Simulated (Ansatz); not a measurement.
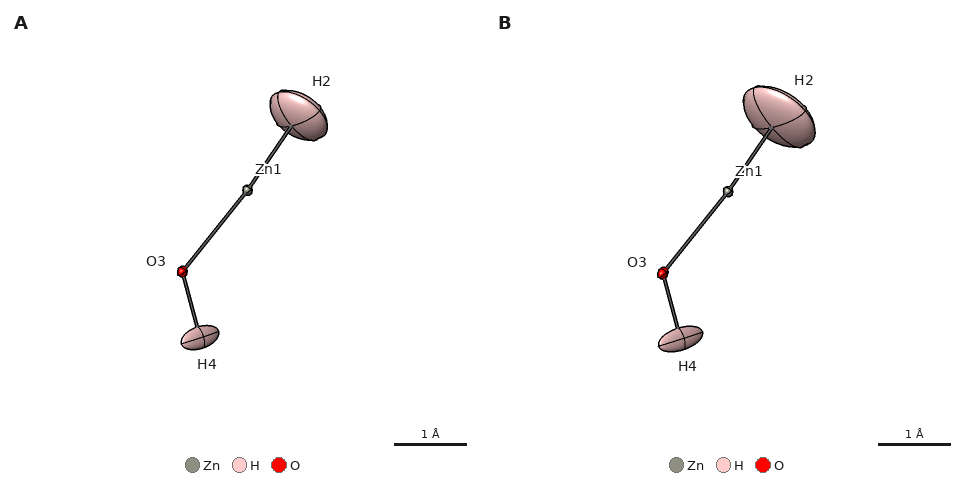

Displacement ellipsoids at the 50 % level, scaled by 1.5, from the internal vibrations of the free molecule (harmonic, no overall translation or rotation; no half-axis is drawn under 0.075 Å). Vibrations computed with RKS PBE0-D4/def2-TZVP (Ansatz 0.2.0). One panel is for 298 K, the other for 600 K.

Question: Which panel is for 600 K?

Answer: B.

Question: How much does the mean-square displacement of H2 grow, and why?

Answer: U_eq goes from 0.0283 to 0.0431 Å², a factor of 1.5. The lowest modes (from 471 cm⁻¹) begin to be excited.
